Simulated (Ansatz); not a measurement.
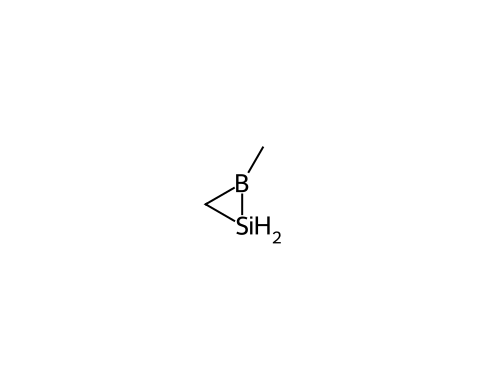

2D structure.

Question: Transcribe the drawing into SMILES.

Answer: CB1C[SiH2]1

Question: Give the formula, hydrogens included.

Answer: C2H7BSi.

Question: An optimisation with PBE0-D4/def2-TZVP gave a structure of which point group?

Answer: C1.

More results for the same structure follow; atom numbers are the same in all pictures, views and colours differ. The geometry was computed by an optimisation with PBE0-D4/def2-TZVP.

Shape

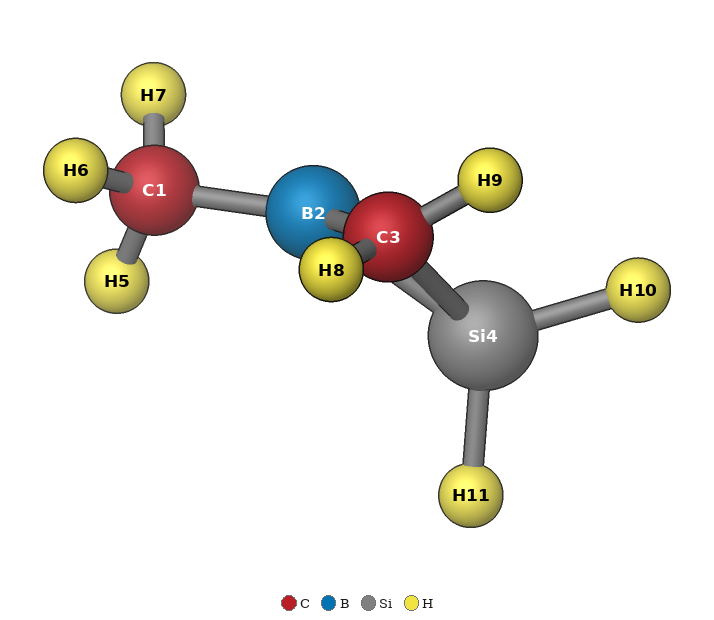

List the bonds and their lengths.

```json
{"bond": "C1–B2", "length (Å)": "1.549", "order": "single"}
{"bond": "C1–H5", "length (Å)": "1.094", "order": "single"}
{"bond": "C1–H6", "length (Å)": "1.093", "order": "single"}
{"bond": "C1–H7", "length (Å)": "1.098", "order": "single"}
{"bond": "B2–C3", "length (Å)": "1.504", "order": "single"}
{"bond": "B2–Si4", "length (Å)": "1.932", "order": "single"}
{"bond": "C3–Si4", "length (Å)": "1.980", "order": "single"}
{"bond": "C3–H8", "length (Å)": "1.089", "order": "single"}
{"bond": "C3–H9", "length (Å)": "1.093", "order": "single"}
{"bond": "Si4–H10", "length (Å)": "1.481", "order": "single"}
{"bond": "Si4–H11", "length (Å)": "1.488", "order": "single"}
```

Electronic properties

Properties computed with RKS r2SCAN0-D4/def2-TZVPP (Ansatz 0.2.0).

Predict the main results.

- HOMO energy (Kohn–Sham orbital): −6.65 eV
- LUMO energy (Kohn–Sham orbital): −1.08 eV
- HOMO–LUMO gap: 5.56 eV
- dispersion correction: −5.5 kJ/mol

Charges

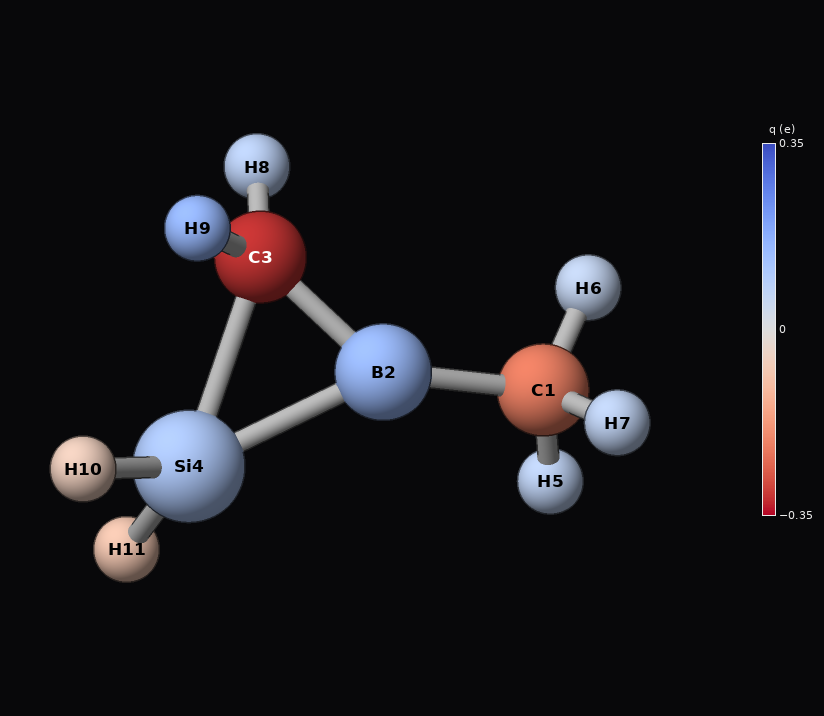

Atoms are coloured by their Mulliken charges. Method: RKS r2SCAN-D4/def2-TZVPP (Ansatz 0.2.0).

Question: Which atom carries the highest charge (most positive or least negative)?

Answer: H9 (0.15 e).

Question: And the lowest?

Answer: C3 (−0.31 e).

List the Mulliken charges.

| atom | value (e) |
| --- | --- |
| C1 | −0.21 |
| B2 | 0.14 |
| C3 | −0.31 |
| Si4 | 0.10 |
| H5 | 0.07 |
| H6 | 0.06 |
| H7 | 0.07 |
| H8 | 0.08 |
| H9 | 0.15 |
| H10 | −0.06 |
| H11 | −0.08 |

Vibrations

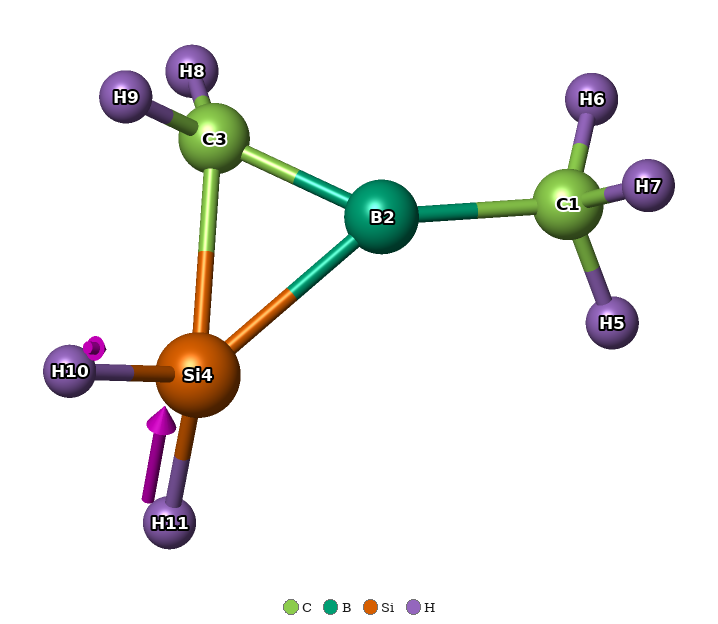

The arrows show one normal mode. Harmonic vibrations computed with RKS PBE0-D4/def2-TZVP (Ansatz 0.2.0) at a stationary point of the same level.

Question: Describe the motion.

Answer: Mostly Si–H stretching.

Question: At what wavenumber does it lie?

Answer: 2212 cm⁻¹; it is mode 21 of 27 counted from the lowest.

Dipole moment

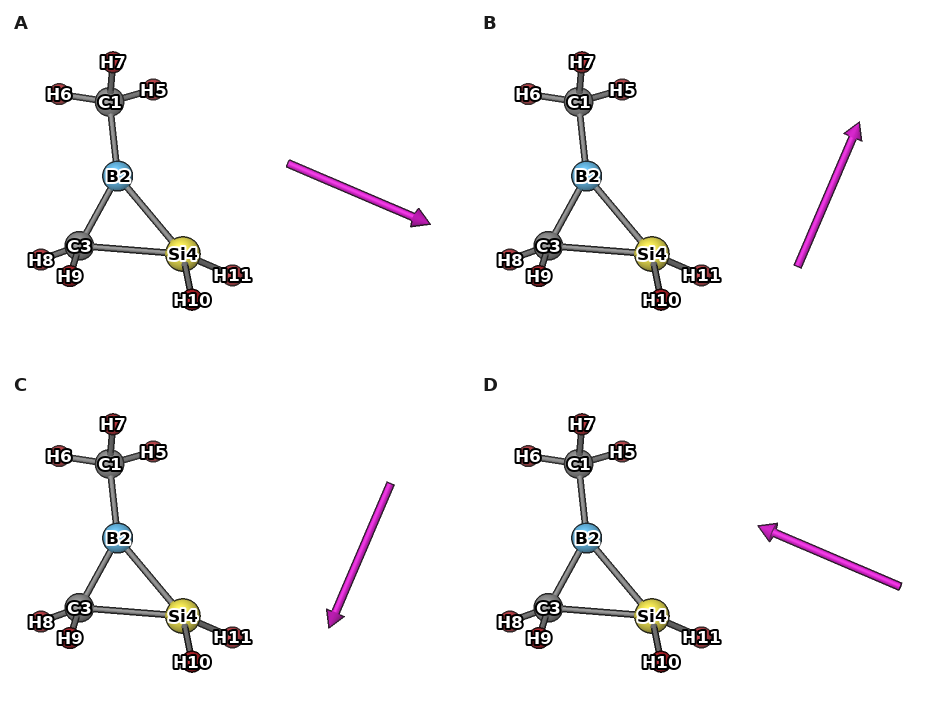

The same molecule four times, each with an arrow. Method: RKS r2SCAN-D4/def2-TZVPP (Ansatz 0.2.0).

Question: Which arrow points along the dipole moment, from the negative to the positive end?

Answer: D. The dipole moment is 0.50 D; it points from the side of H10, H11 to the side of H6 (the outermost atoms at the two ends).

Mulliken values depend strongly on the basis set and can even reverse the polarity of a bond.
